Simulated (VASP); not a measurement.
Band structure of Ba (space group Cmcm). Level of theory: PBEsol GGA, VASP's PBE PAW potentials (set 64) (plane waves; VASP 6.6.1).

Unless said otherwise, spin-orbit coupling is left out, though it shifts the bands of the heavy elements here.

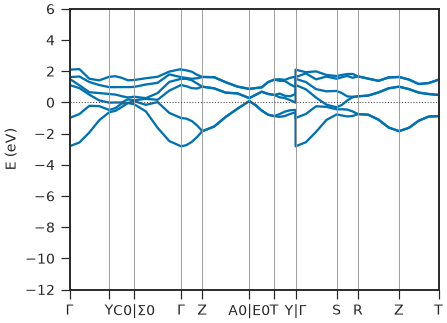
Bands along high-symmetry lines, zero at the valence-band maximum or, without a gap, the Fermi level

**Question.** Read the plot: is there a gap, and where are the band edges?

**Answer.** It has no gap at this level: it comes out as a metal or semimetal.

The structure comes from a computed database's Ba entry (Cmcm); how it stands against other phases isn't given here. The cell was not relaxed at this level.
